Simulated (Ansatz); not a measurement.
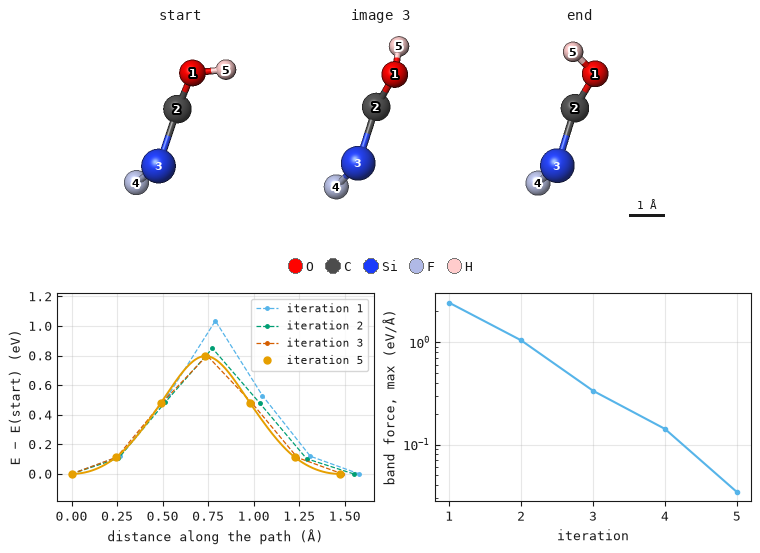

A search for the minimum-energy path of CHFOSi by the nudged elastic band. Images are numbered from 0 (start) to 6 (end). The plot follows the band through its iterations. Style: ball-and-stick. Shown from a free direction.

Method: RKS PBE/def2-SVP in Ansatz.

The input:
```yaml
crystal:
  periodic: [false, false, false]
  atoms:
    - { symbol: O, position_ang: [0.503464, 1.415662, 0.45171] }
    - { symbol: C, position_ang: [0.059677, 0.227637, 0.222234] }
    - { symbol: Si, position_ang: [0.257159, -1.325957, -0.587009] }
    - { symbol: F, position_ang: [-0.844685, -2.415774, -0.001918] }
    - { symbol: H, position_ang: [0.024384, 2.098432, -0.085017] }
basis:
  gaussian: { orbitals: def2-SVP }
hamiltonian:
  xc: pbe
neb:
  order_check: false
  images: 5
  f_tol: 0.05
  max_iterations: 60
  initial_path: idpp
  final_atoms:
    - { symbol: O, position_ang: [0.05665334, 1.55757048, -0.18507195] }
    - { symbol: C, position_ang: [-0.13689106, 0.28975473, -0.05703451] }
    - { symbol: Si, position_ang: [0.35950771, -1.3574951, -0.44014004] }
    - { symbol: F, position_ang: [-0.79048392, -2.43282013, 0.07442457] }
    - { symbol: H, position_ang: [0.51121293, 1.94299002, 0.60782193] }
```

Command:
```bash
ansatz run input.yaml --threads 1 --pin off --max-ram 2048MiB --backend cpu --events-out ev --progress --plain --runs-dir out
```

How did the profile develop, and is the result final?

The result is final at these settings. The band converged in 5 iterations. The largest component of the band force went from 2.4 to 0.034 eV/Å. The climbing image converged on the top of the path. Its vibrational analysis gives one imaginary mode (1098i cm⁻¹), as a transition state must have. The first iteration put the highest image at 1.04 eV. The two ends have the same energy, and the highest point, image 3, lies 0.80 eV above the start.
